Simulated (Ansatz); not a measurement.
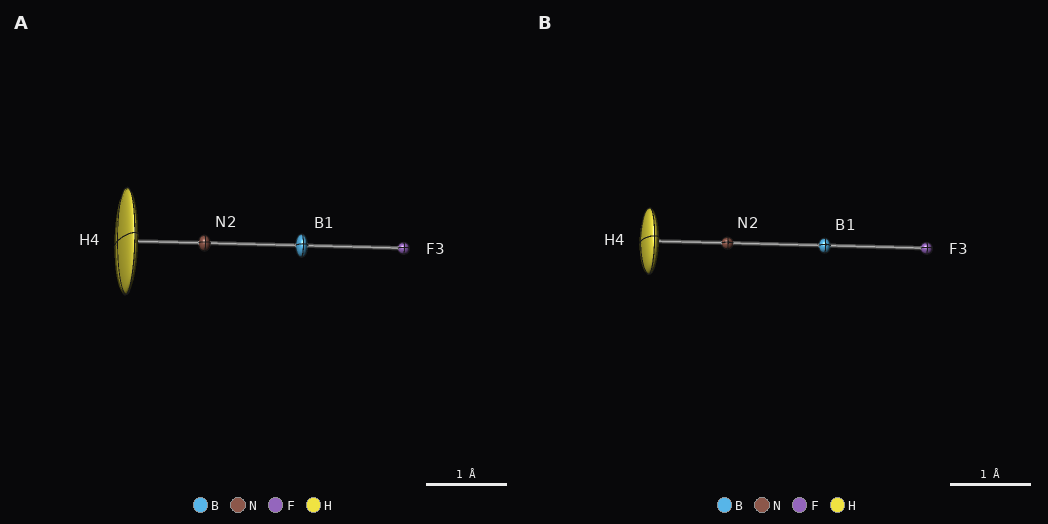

Displacement ellipsoids at the 50 % level, from the internal vibrations of the free molecule (harmonic, no overall translation or rotation; no half-axis is drawn under 0.075 Å). Vibrations computed with RKS PBE0-D4/def2-TZVP (Ansatz 0.2.0). One panel is for 298 K, the other for 900 K.

> Which panel is for 900 K?

A.

> How much does the mean-square displacement of H4 grow, and why?

U_eq goes from 0.0498 to 0.1271 Å², a factor of 2.6. Modes below kT (626 cm⁻¹ at 900 K) grow about in proportion to T, and the lowest lies at 285 cm⁻¹; the mean-square amplitude of a mode is its zero-point value times coth(ħω/2kT), which comes close to 1 only above about 3kT.
